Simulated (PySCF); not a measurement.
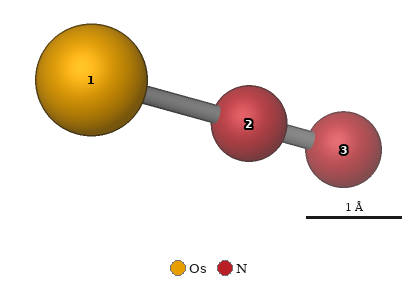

**Figure 1.** The structure as given in the input (ball-and-stick view, seen at an oblique angle; atoms are numbered from 1 in the order of the input). Sticks mark near contacts.

# OsN₂ (charge +1): frequency calculation

System: OsN₂, charge +1, multiplicity 4.
Method: UKS-based PBE, Os def2-TZVP with ECP60, N def2-TZVP; non-relativistic Hamiltonian with a scalar-relativistic core potential; density fitting (PySCF 2.14.0).

The input:
```python
from pyscf import gto, scf, dft
mol = gto.M(atom='''
Os    -0.102137    -0.000000    -0.292522
N      0.515228     0.000000     1.475612
N      0.884926     0.000000     2.534427''',
    basis={'Os': 'def2-TZVP', 'N': 'def2-TZVP'},
    ecp={'Os': 'def2-TZVP'},
    charge=1, spin=3)
mf = dft.UKS(mol, xc='PBE')
mf.grids.atom_grid = (75, 302)
aux = {'Os': 'def2-universal-JKFIT', 'N': 'def2-universal-JKFIT'}
mf = mf.density_fit(auxbasis=aux)
mf.conv_tol = 1e-09
mf.diis_space = 10
mf.max_cycle = 60
mf.verbose = 4
mf.kernel()
```

The script is an equivalent of the set-up of the self-consistent field. The run itself was carried out by a driver, which started from the orbitals of the step before it where there was one and computed the further properties.

Launched with:
```bash
OMP_NUM_THREADS=2 python axn.py task.json out
```

The program's output:
```
init E= -199.796631485912
  alpha nocc = 16  HOMO = -0.488624349280885  LUMO = -0.342750631709354
  beta  nocc = 13  HOMO = -0.454840425983994  LUMO = -0.417823463135743
  HOMO = -0.454840425984  LUMO = -0.417823463136  gap/eV = 1.00728
cycle= 1 E= -199.796631485914  delta_E= -2.61e-12  |g|= 1.23e-06  |ddm|= 5.47e-06
  alpha nocc = 16  HOMO = -0.488624034557377  LUMO = -0.342750359645946
  beta  nocc = 13  HOMO = -0.454840129636725  LUMO = -0.41782303093541
  HOMO = -0.454840129637  LUMO = -0.417823030935  gap/eV = 1.00729
Extra cycle  E= -199.796631485906  delta_E= 8.13e-12  |g|= 4.77e-06  |ddm|= 5.29e-06
converged SCF energy = -199.796631485906  <S^2> = 3.7637595  2S+1 = 4.0068738
```

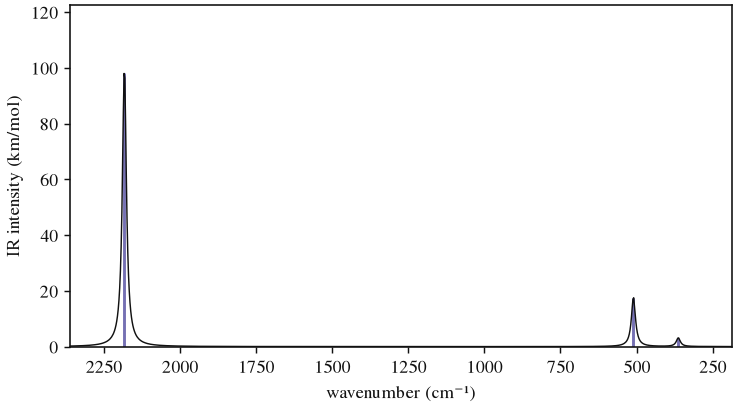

**Figure 2.** Harmonic infrared spectrum, unscaled: sticks (degenerate modes added up, dark ones marked on the axis) with a Lorentzian envelope of 16 cm⁻¹ full width, scaled to the tallest stick. 4 modes from 363 to 2182 cm⁻¹, none imaginary. The strongest line is at 2182 cm⁻¹ (98 km/mol). All modes, in cm⁻¹ (km/mol): 363 (1.5), 363 (1.5), 510 (17.4), 2182 (98).

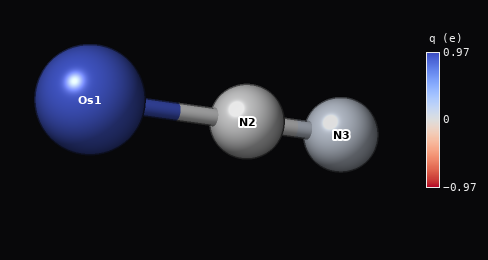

**Figure 3.** Mulliken charges, as the colour of each atom (ball-and-stick view, seen at a tilt; atoms are numbered from 1 in the order of the input). By element: Os +0.92 and N 0.00 to +0.08 e.

Results in brief:

| quantity | value |
| --- | --- |
| outcome | converged |
| total energy | −199.796631 hartree |
| ⟨S²⟩ | 3.764 |
| zero-point energy | 0.007786 hartree |
| wavenumbers, lowest and highest | 363 and 2182 cm⁻¹ |
| hardware | 2 threads of Arm Neoverse V1, 24 GiB of memory available, shared host |
| wall time | 32 s (CPU time 59 s) |
| peak memory | 0.83 GiB |
